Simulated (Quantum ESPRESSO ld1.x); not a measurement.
# Atomic calculation, with input and output: Sb

System: the neutral antimony atom in the configuration [Kr] 4d9 5s2 5p4.
Method: scalar-relativistic Kohn-Sham, revPBE, spin-unpolarised, spherical densities, point nucleus (Quantum ESPRESSO ld1.x 7.5).

## The input
```
 &input
    zed=51.0,
    iswitch=1,
    rel=1,
    dft='REVPBE',
    config='[Kr] 4d9 5s2 5p4',
    prefix='ld1',
    max_out_wfc=37,
    file_charge='ld1.rho',
 /
```

Hardware: 1 CPU thread, shared host.

## Output
```
     Program LD1 v.7.5 starts

     --------------------------- All-electron run ----------------------------

     scalar relativistic calculation

     atomic number is 51.00
     dft =REVPBE   lsd =0 sic =0 latt =0  beta=0.20 tr2=1.0E-14
     Exchange-correlation= REVPBE
                           (   1   4   4   4   0   0   0)
     mesh =2069 r(mesh) = 100.70288 a.u. xmin = -8.00 dx = 0.00800
     1 Ry =  13.60569312 eV, c = 137.03599908

     n l     nl                  e(Ry)          e(Ha)          e(eV)
     1 0     1S 1( 2.00)     -2228.1227     -1114.0614    -30315.1543
     2 0     2S 1( 2.00)      -339.6018      -169.8009     -4620.5174
     2 1     2P 1( 6.00)      -304.9071      -152.4535     -4148.4719
     3 0     3S 1( 2.00)       -67.0693       -33.5346      -912.5237
     3 1     3P 1( 6.00)       -55.7627       -27.8813      -758.6901
     4 0     4S 1( 2.00)       -11.4633        -5.7317      -155.9663
     4 1     4P 1( 6.00)        -7.9816        -3.9908      -108.5948
     3 2     3D 1(10.00)       -38.5292       -19.2646      -524.2167
     4 2     4D 1( 9.00)        -2.8993        -1.4497       -39.4472
     5 0     5S 1( 2.00)        -1.0764        -0.5382       -14.6458
     5 1     5P 1( 4.00)        -0.4306        -0.2153        -5.8581

     final scf error:  8.9E-15 reached in  22 iterations

     Etot =  -12961.094367 Ry,   -6480.547184 Ha, -176344.672502 eV

     Ekin =   13556.488342 Ry,    6778.244171 Ha,  184445.420210 eV
     Encl =  -31322.261729 Ry,  -15661.130865 Ha, -426161.081004 eV
     Eh   =    5144.540040 Ry,    2572.270020 Ha,   69995.033037 eV
     Exc  =    -339.861020 Ry,    -169.930510 Ha,   -4624.044745 eV

     normalization and overlap integrals

     s(1S/1S) =  1.000000  <r> =   0.0284  <r2> =    0.0011  r(max) =   0.0184
     s(1S/2S) = -0.013816
     s(1S/3S) = -0.005800
     s(1S/4S) = -0.002614
     s(1S/5S) = -0.000923
     s(2S/2S) =  1.000000  <r> =   0.1226  <r2> =    0.0177  r(max) =   0.1035
     s(2S/3S) = -0.003565
     s(2S/4S) = -0.001546
     s(2S/5S) = -0.000542
     s(2P/2P) =  1.000000  <r> =   0.1071  <r2> =    0.0140  r(max) =   0.0828
     s(2P/3P) = -0.002907
     s(2P/4P) = -0.001179
     s(2P/5P) = -0.000338
     s(3S/3S) =  1.000000  <r> =   0.3304  <r2> =    0.1248  r(max) =   0.3000
     s(3S/4S) = -0.001041
     s(3S/5S) = -0.000356
     s(3P/3P) =  1.000000  <r> =   0.3287  <r2> =    0.1253  r(max) =   0.2929
     s(3P/4P) = -0.000878
     s(3P/5P) = -0.000246
     s(4S/4S) =  1.000000  <r> =   0.7871  <r2> =    0.7000  r(max) =   0.7234
     s(4S/5S) = -0.000223
     s(4P/4P) =  1.000000  <r> =   0.8458  <r2> =    0.8154  r(max) =   0.7589
     s(4P/5P) = -0.000154
     s(3D/3D) =  1.000000  <r> =   0.3053  <r2> =    0.1105  r(max) =   0.2437
     s(3D/4D) = -0.000585
     s(4D/4D) =  1.000000  <r> =   1.0048  <r2> =    1.1867  r(max) =   0.8421
     s(5S/5S) =  1.000000  <r> =   2.1333  <r2> =    5.1659  r(max) =   1.8444
     s(5P/5P) =  1.000000  <r> =   2.7147  <r2> =    8.5432  r(max) =   2.2170

     ------------------------ End of All-electron run ------------------------
```

## Orbitals

```
orbital  occupation  energy (eV)  ⟨r⟩ (bohr)  outer maximum (bohr)
     1s           2     −30315.2     0.02842                0.0184
     2s           2      −4620.5      0.1226                 0.103
     2p           6      −4148.5      0.1071                0.0828
     3s           2     −912.524      0.3304                 0.300
     3p           6     −758.690      0.3287                 0.293
     3d          10     −524.217      0.3053                 0.244
     4s           2     −155.966      0.7871                 0.723
     4p           6     −108.595      0.8458                 0.759
     4d           9      −39.447       1.005                 0.842
     5s           2      −14.646       2.133                  1.84
     5p           4       −5.858       2.715                  2.22
```

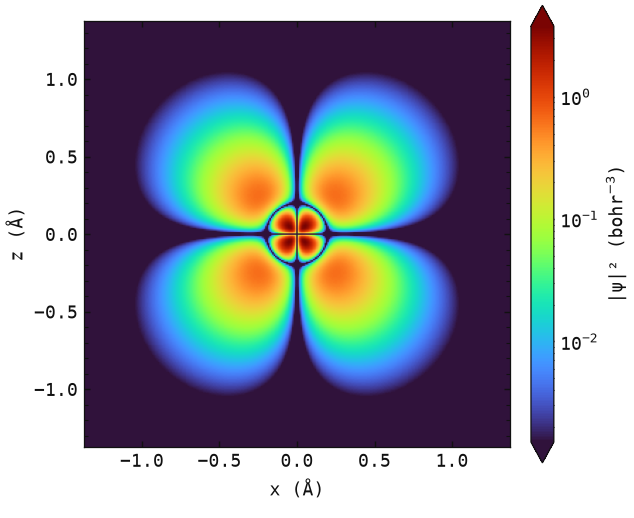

**Figure 1.** One occupied orbital is shown. In the xz plane through the nucleus, the colour gives |ψ|² on a logarithmic scale. (1 bohr = 0.529 Å.) The radial function comes from the spherical calculation and is multiplied by a real spherical harmonic; the overall sign is chosen so that the largest lobe of P(r) is positive; at the scalar-relativistic level it is the large component. It is 4d(xz). It has the nodal planes xy and yz and 1 radial node, at r = 0.375 bohr. The outermost maximum of P² lies at 0.842 bohr, ⟨r⟩ = 1.00 bohr, 90 % of the charge lies within 1.54 bohr, and the eigenvalue is −39.4 eV, with 9 electrons in the shell.

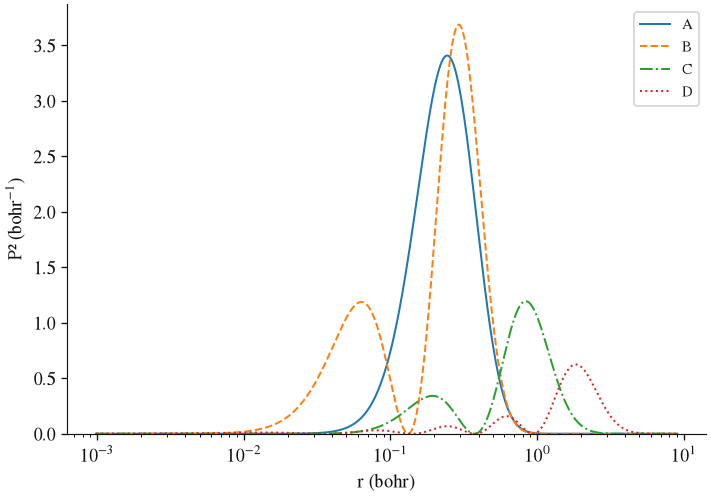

**Figure 2.** The radial probability densities P² of 3p, 3d, 4d and 5s. A is 3d; B is 3p; C is 4d; D is 5s. 3d: outer maximum at 0.244 bohr, ⟨r⟩ = 0.305 bohr, 0 nodes, eigenvalue −524.2 eV; 3p: outer maximum at 0.293 bohr, ⟨r⟩ = 0.329 bohr, 1 node, eigenvalue −758.7 eV; 4d: outer maximum at 0.842 bohr, ⟨r⟩ = 1.00 bohr, 1 node, eigenvalue −39.4 eV; 5s: outer maximum at 1.84 bohr, ⟨r⟩ = 2.13 bohr, 4 nodes, eigenvalue −14.6 eV.

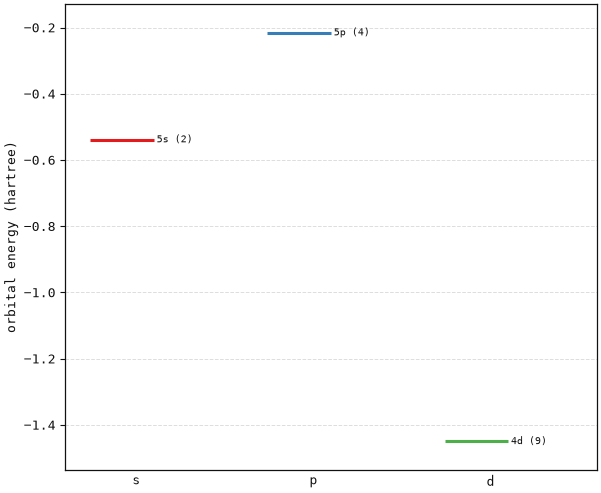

**Figure 3.** The outer levels are drawn by angular momentum (occupations in brackets). The highest occupied level is 5p at −0.215 hartree. From the top down the occupied levels run 5p (−0.215 hartree), 5s (−0.538 hartree), 4d (−1.45 hartree). The open 4d shell lies under a filled one.

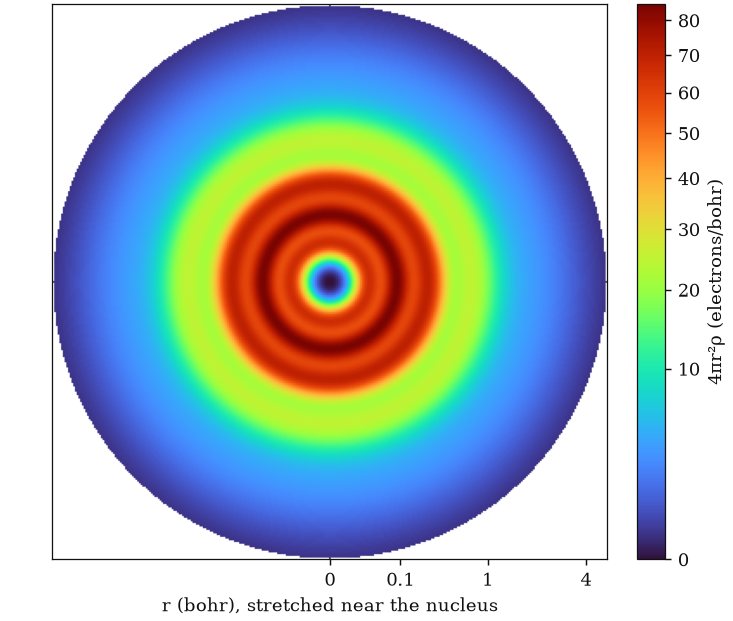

**Figure 4.** The radial density 4πr²ρ as a disc about the nucleus, with the radius drawn as r to the power 0.35. There are 4 maxima, at r = 0.0199, 0.0882, 0.256 and 0.741 bohr, parted by minima at 0.0390, 0.167 and 0.551 bohr, inside which lie 2.0, 11.1 and 29.0 electrons. The configuration has 5 principal shells, so not every shell has a maximum of its own.

## Key numbers

- outcome: converged
- total energy: −6480.5472 hartree
- kinetic energy: 6778.2442 hartree
- electron–nucleus energy: −15661.1309 hartree
- Hartree energy: 2572.2700 hartree
- exchange–correlation energy: −169.930510 hartree
- radius at density 0.001 e/bohr³: 4.65 bohr
- SCF iterations: 22
- wall time: 1.8 s
